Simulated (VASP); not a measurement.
# ZnO (zincite): the band gap up a ladder of functionals

How far up the ladder of functionals must one climb to get the gap of ZnO (zincite) right? The levels: LDA, PBE, r2SCAN, TB-mBJ, BLYP, SCAN, HSE06, r2SCAN-EpsX, r2SCANh, PBE-EpsX and B3LYP. The start is a cell from a database of measured crystal structures.

Main program and level: VASP 6.6.1; LDA; plane waves and PAW (Zn, O), in the first sound run; inputs show where later runs differ.

The experiments to compare with:

For ZnO, wurtzite (bulk crystal), “Effect of Strain and Surface Proximity on the Acceptor Grouping in ZnO” (2023, pmc:10652265) quotes earlier work: band gap (experimental band gap quoted from earlier work) about 3.38 eV [literature gap quoted in the computational methods as the target for the +U parameters …].

### 1. The structure

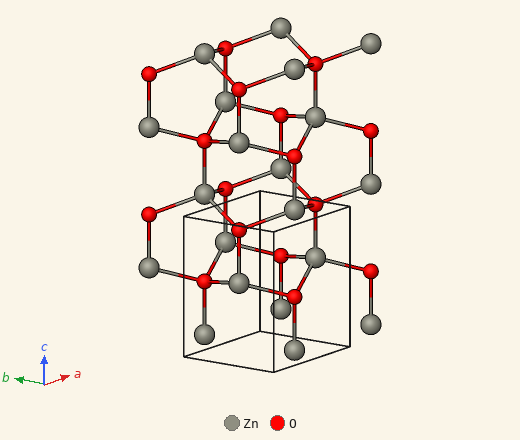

The cell as given, from a free direction (zinc grey, oxygen red). 2×2×2 cells are drawn. Some periodic images of atoms are drawn too.

Coordinates:

```
Zn O
1.0
     3.24931    0.00000    0.00000
    -1.62465    2.81398    0.00000
     0.00000    0.00000    5.20571
Zn O
2 2
Cartesian
  0.0000 1.8760 2.6029
  1.6247 0.9380 0.0000
  1.6247 0.9380 1.9730
  0.0000 1.8760 4.5759
```

### 2. Bands with LDA

The mesh alone shows little of the dispersion and can miss band extrema, so KPOINTS_OPT adds a path through the symmetry points after the self-consistent cycle. LDA, the lowest rung, knows the local density alone.

Contents of INCAR:

```
SYSTEM = ZnO
PREC = Accurate
ENCUT = 520
EDIFF = 1E-06
NELM = 100
ISMEAR = 0
SIGMA = 0.02
LREAL = .FALSE.
ALGO = Normal
GGA = CA
NBANDS = 32
LORBIT = 11
LWAVE = .FALSE.
LCHARG = .FALSE.
KPAR = 8
```

Contents of POSCAR:

```
ZnO
1.0
    3.2493080000      0.0000000000      0.0000000000
   -1.6246540000      2.8139832727      0.0000000000
    0.0000000000      0.0000000000      5.2057090000
Zn O
2 2
Direct
    0.3333333333      0.6666666667      0.5000000000
    0.6666666667      0.3333333333      0.0000000000
    0.6666666667      0.3333333333      0.3790100000
    0.3333333333      0.6666666667      0.8790100000
```

Contents of KPOINTS:

```
Automatic mesh
0
Gamma
5 5 3
0 0 0
```

Contents of KPOINTS_OPT:

```
Line mode
16
Line-mode
Reciprocal
  0.00000000   0.00000000   0.00000000 GAMMA
  0.50000000   0.00000000   0.00000000 M

  0.50000000   0.00000000   0.00000000 M
  0.33333333   0.33333333   0.00000000 K

  0.33333333   0.33333333   0.00000000 K
  0.00000000   0.00000000   0.00000000 GAMMA

  0.00000000   0.00000000   0.00000000 GAMMA
  0.00000000   0.00000000   0.50000000 A

  0.00000000   0.00000000   0.50000000 A
  0.50000000   0.00000000   0.50000000 L

  0.50000000   0.00000000   0.50000000 L
  0.33333333   0.33333333   0.50000000 H

  0.33333333   0.33333333   0.50000000 H
  0.00000000   0.00000000   0.50000000 A

  0.50000000   0.00000000   0.50000000 L
  0.50000000   0.00000000   0.00000000 M

  0.33333333   0.33333333   0.00000000 K
  0.33333333   0.33333333   0.50000000 H
```

The projector-augmented-wave data sets are Zn and O (PBE family, release 64).

Started as:

```console
$ mpirun -np 8 vasp_std
```

Numbers of over 12 decimals in the logs are rounded to 6 here.

The program printed:

```text
[banner, memory and clock lines left out]
running    8 mpi-ranks, on    1 nodes
 distrk:  each k-point on    1 cores,    8 groups
 distr:  one band on    1 cores,    1 groups

 POSCAR found type information on POSCAR ZnO
 POSCAR found :  2 types and       4 ions
|                                                                             |
|           W    W    AA    RRRRR   N    N  II  N    N   GGGG   !!!           |
|           W    W   A  A   R    R  NN   N  II  NN   N  G    G  !!!           |
|           W    W  A    A  R    R  N N  N  II  N N  N  G       !!!           |
|           W WW W  AAAAAA  RRRRR   N  N N  II  N  N N  G  GGG   !            |
|           WW  WW  A    A  R   R   N   NN  II  N   NN  G    G                |
|           W    W  A    A  R    R  N    N  II  N    N   GGGG   !!!           |
|                                                                             |
|     For optimal performance we recommend to set                             |
|       NCORE = 2 up to number-of-cores-per-socket                            |
|     NCORE specifies how many cores store one orbital (NPAR=cpu/NCORE).      |
|     This setting can greatly improve the performance of VASP for DFT.       |
|     The default, NCORE=1 might be grossly inefficient on modern             |
|     multi-core architectures or massively parallel machines. Do your        |
|     Unfortunately you need to use the default for GW and RPA                |
|     calculations (for HF NCORE is supported but not extensively tested      |
|     yet).                                                                   |
|                                                                             |

|                                                                             |
|               ----> ADVICE to this user running VASP <----                  |
|                                                                             |
|     You enforced a specific xc type in the INCAR file but a different       |
|     [... a line on the potential file left out ...]
|     I HOPE YOU KNOW WHAT YOU ARE DOING!                                     |
|                                                                             |

 LDA part: xc-table for (Slater(with rela. corr.)+CA(PZ))
 , standard interpolation
 POSCAR, INCAR and KPOINTS ok, starting setup
 FFT: planning ... GRIDC
 FFT: planning ... GRID_SOFT
 FFT: planning ... GRID
 WAVECAR not read
 entering main loop
       N       E                     dE             d eps       ncg     rms          rms(c)
DAV:   1     0.307188147552E+03    0.30719E+03   -0.17349E+04   664   0.164E+03
DAV:   2     0.108289064419E+02   -0.29636E+03   -0.26996E+03   640   0.384E+02
DAV:   3    -0.233395789274E+02   -0.34168E+02   -0.33552E+02   776   0.121E+02
DAV:   4    -0.240068439580E+02   -0.66727E+00   -0.66665E+00   680   0.179E+01
DAV:   5    -0.240094478857E+02   -0.26039E-02   -0.26039E-02   768   0.117E+00    0.137E+01
DAV:   6    -0.210967581255E+02    0.29127E+01   -0.31219E+00   944   0.510E+01    0.891E+00
DAV:   7    -0.212519553976E+02   -0.15520E+00   -0.25015E+00   712   0.129E+01    0.538E+00
DAV:   8    -0.212232295408E+02    0.28726E-01   -0.41055E-01   824   0.480E+00    0.161E+00
DAV:   9    -0.211813850597E+02    0.41844E-01   -0.50589E-02   928   0.430E+00    0.381E-01
DAV:  10    -0.211817217601E+02   -0.33670E-03   -0.23530E-02   712   0.943E-01    0.547E-02
DAV:  11    -0.211817632205E+02   -0.41460E-04   -0.27301E-04   744   0.287E-01    0.241E-02
DAV:  12    -0.211817594116E+02    0.38090E-05   -0.76625E-05   816   0.216E-01    0.702E-03
DAV:  13    -0.211817592860E+02    0.12560E-06   -0.56647E-06   768   0.570E-02
   1 F= -.21181759E+02 E0= -.21181759E+02  d E =-.283546E-51
 Start KPOINTS_OPT (optional k-point list driver)
k-point batch [1-10\144]
       N       E                     dE             ncg
DAV:   1     0.158388383943E+04   -0.19072E+04      664
DAV:   2    -0.127162215235E+04   -0.28555E+04      640
DAV:   3    -0.160574712310E+04   -0.33412E+03      760
DAV:   4    -0.161248508386E+04   -0.67380E+01      712
DAV:   5    -0.161250791886E+04   -0.22835E-01      760
DAV:   6    -0.161250803486E+04   -0.11600E-03      712
DAV:   7    -0.161250803572E+04   -0.86048E-06      696
[...]
k-point batch [141-144\144]
       N       E                     dE             ncg
DAV:   1     0.964480172084E+04   -0.55291E+04      264
DAV:   2     0.851035995691E+04   -0.11344E+04      264
DAV:   3     0.838181740874E+04   -0.12854E+03      296
DAV:   4     0.837949275994E+04   -0.23246E+01      272
DAV:   5     0.837948528139E+04   -0.74785E-02      320
DAV:   6     0.837948524086E+04   -0.40534E-04      256
DAV:   7     0.837948524054E+04   -0.31367E-06      288
```

Run time: 11 s. Hardware: 8 MPI ranks of Intel Xeon Platinum 8488C (Sapphire Rapids), shared host; peak memory 1.3 GiB.

The logs omit lines about the potential files and the build; timing stands in the text.

Parts of OUTCAR (step 2):

```text
ion  position               nearest neighbor table
   1  0.333  0.667  0.500-   4 1.97   3 1.98   3 1.98   3 1.98
   2  0.667  0.333  0.000-   3 1.97   4 1.98   4 1.98   4 1.98
   3  0.667  0.333  0.379-   2 1.97   1 1.98   1 1.98   1 1.98
   4  0.333  0.667  0.879-   1 1.97   2 1.98   2 1.98   2 1.98

  LATTYP: Found a hexagonal cell.
 ALAT       =     3.2493080000
 C/A-ratio  =     1.6020977390

 Subroutine GETGRP returns: Found 12 space group operations
 (whereof  6 operations were pure point group operations)

The static configuration has the point symmetry C_3v.
 The point group associated with its full space group is C_6v.

 Found     10 irreducible k-points:

   k-points           NKPTS =     10   k-points in BZ     NKDIM =     10   number of bands    NBANDS=     32

   dimension x,y,z NGX =    24 NGY =   24 NGZ =   40
   dimension x,y,z NGXF=    48 NGYF=   48 NGZF=   80

   ENCUT  =  520.0 eV  38.22 Ry    6.18 a.u.   6.04  6.04  9.68*2*pi/ulx,y,z

   NELECT =      36.0000    total number of electrons

 k-points in reciprocal lattice and weights: Automatic mesh
   0.00000000  0.00000000  0.00000000       0.013
   0.20000000 -0.00000000  0.00000000       0.080
   0.40000000 -0.00000000  0.00000000       0.080
   0.20000000  0.20000000  0.00000000       0.080
   0.40000000  0.20000000  0.00000000       0.080
   0.00000000  0.00000000  0.33333333       0.027
   0.20000000 -0.00000000  0.33333333       0.160
   0.40000000 -0.00000000  0.33333333       0.160
   0.20000000  0.20000000  0.33333333       0.160
   0.40000000  0.20000000  0.33333333       0.160

 average (electrostatic) potential at core
       1 -35.5624       2 -35.5624       3 -73.1286       4 -73.1286

 E-fermi :   0.9862

 k-point     1 :       0.0000    0.0000    0.0000
  band No.  band energies     occupation
    ...
     14      -0.0459      2.00000
     15      -0.0459      2.00000
     16       0.7036      2.00000
     17       0.7759      2.00000
     18       0.7759      2.00000
     19       1.5055      0.00000
     20       5.8468      0.00000
     21       8.8891      0.00000
     22      13.4034      0.00000
     23      13.4034      0.00000
    ...

 k-point     2 :       0.2000   -0.0000    0.0000
  band No.  band energies     occupation
    ...
     14      -1.2881      2.00000
     15      -0.5958      2.00000
     16      -0.5363      2.00000
     17       0.4259      2.00000
     18       0.5088      2.00000
     19       3.3747      0.00000
     20       7.1953      0.00000
     21       8.8380      0.00000
     22      10.8685      0.00000
     23      12.7206      0.00000
    ...

 k-point     3 :       0.4000   -0.0000    0.0000
  band No.  band energies     occupation
    ...
     14      -2.6523      2.00000
     15      -1.8894      2.00000
     16      -1.3735      2.00000
     17      -0.3203      2.00000
     18       0.0286      2.00000
     19       5.7098      0.00000
     20       8.0713      0.00000
     21       8.2631      0.00000
     22       9.1627      0.00000
     23      11.4007      0.00000
    ...

  Total       -1.9460081     -1.9460081     -1.4325142      0.0000000      0.0000000      0.0000000
  in kB      -65.5032653    -65.5032653    -48.2188921      0.0000000      0.0000000      0.0000000
  external PRESSURE =     -59.7418076 kB  Pullay stress =       0.0000000 kB

  energy-cutoff  :      520.00
  volume of cell :       47.60
      direct lattice vectors                 reciprocal lattice vectors
     3.249308000  0.000000000  0.000000000     0.307757836  0.177684070  0.000000000
    -1.624654000  2.813983273  0.000000000     0.000000000  0.355368139  0.000000000
     0.000000000  0.000000000  5.205709000     0.000000000  0.000000000  0.192096792

 POSITION                                       TOTAL-FORCE (eV/Angst)
 -----------------------------------------------------------------------------------
     -0.00000      1.87599      2.60285        -0.000000     -0.000000     -0.055988
      1.62465      0.93799      0.00000         0.000000      0.000000     -0.055988
      1.62465      0.93799      1.97302         0.000000      0.000000      0.055988
     -0.00000      1.87599      4.57587        -0.000000      0.000000      0.055988
 -----------------------------------------------------------------------------------
    total drift:                               -0.000000     -0.000000     -0.000167

  FREE ENERGIE OF THE ION-ELECTRON SYSTEM (eV)
  ---------------------------------------------------
  free  energy   TOTEN  =       -21.1817592860 eV

  energy  without entropy=      -21.1817592860  energy(sigma->0) =      -21.18175929

 total charge
# of ion       s       p       d       tot
------------------------------------------
    1        0.469   0.502   9.909  10.880
    2        0.469   0.502   9.909  10.880
    3        1.534   3.432   0.000   4.966
    4        1.534   3.432   0.000   4.966
--------------------------------------------------
tot          4.006   7.866  19.818  31.690

[... 3 further parts left out ...]
```

The PAW data sets were made with PBE, though LDA sets exist; this is a small mismatch. At this level the cell is under a tension of 6.0 GPa, so at these settings it is away from equilibrium.

This step gave:

```yaml
scf_cycles: 13
electrons: 36
bands: 32
irreducible_k_points: 10
symmetry_operations: 12
free_energy_toten: -21.18 eV
fermi_energy: 0.9862 eV
pressure: -5.974 GPa
metallic: no
least_gap_on_mesh_and_path: 0.7296 eV
least_direct_gap_on_mesh_and_path: 0.7296 eV
valence_top_at_k: 0, 0, 0
conduction_bottom_at_k: 0, 0, 0
least_direct_gap_at_k: 0, 0, 0
```

Electronic bands along the path, in eV, zero at the valence-band top; v1 is the highest filled band, c1 the lowest empty one:

```
    point     v4     v3     v2     v1    c1    c2    c3
        Γ  -0.82  -0.07   0.00   0.00  0.73  5.07  8.11
        M  -2.87  -2.31  -1.31  -0.84  5.66  6.69  7.45
        K  -3.55  -1.95  -1.95  -1.74  7.49  7.56  7.56
        Γ  -0.82  -0.07   0.00   0.00  0.73  5.07  8.11
        A  -0.41  -0.41  -0.41  -0.41  3.38  3.38  9.92
        L  -1.53  -1.53  -1.37  -1.37  5.57  5.57  8.28
        H  -2.73  -2.73  -1.24  -1.24  7.83  7.83  7.87
        A  -0.41  -0.41  -0.41  -0.41  3.38  3.38  9.92
jump to L  -1.53  -1.53  -1.37  -1.37  5.57  5.57  8.28
        M  -2.87  -2.31  -1.31  -0.84  5.66  6.69  7.45
jump to K  -3.55  -1.95  -1.95  -1.74  7.49  7.56  7.56
        H  -2.73  -2.73  -1.24  -1.24  7.83  7.83  7.87
```

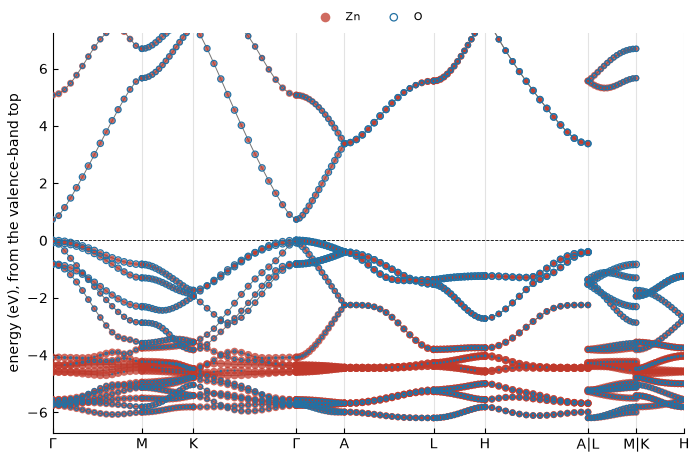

Electronic bands along the path; dots are coloured as in the legend, and their area grows with the weight.

Force by atom:

```
atom  x (eV/Å)  y (eV/Å)  z (eV/Å)    size
 Zn1    0.0000    0.0000   -0.0560  0.0560
 Zn2    0.0000    0.0000   -0.0560  0.0560
  O3    0.0000    0.0000    0.0560  0.0560
  O4    0.0000    0.0000    0.0560  0.0560
```

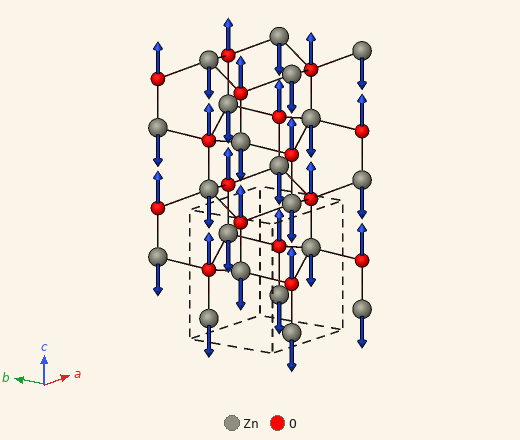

Force as arrows, the longest 0.0560 eV/Å. 2×2×2 cells are drawn. Some periodic images of atoms are drawn too.

The gap is 0.73 eV, direct at Γ. The gap lies -2.65 eV from the measured 3.38 eV.

(Continued in part 2 of 6.)

[Lines on the potential files, build, host, timing and source positions are cut from VASP's logs without a mark.]

[Logs are printed without paths, hosts, clocks, repeated set-up lines and the standing remarks that a program may print on its own settings, such as how far it seeks lower states.]

[Hosts, paths, dates, database ids (printed as entryN), source tags and the programs' standing remarks are cut or masked in the printed files.]

[Measured values are set beside computed ones only where the two were judged alike; some that the calculation misses by far are left out.]
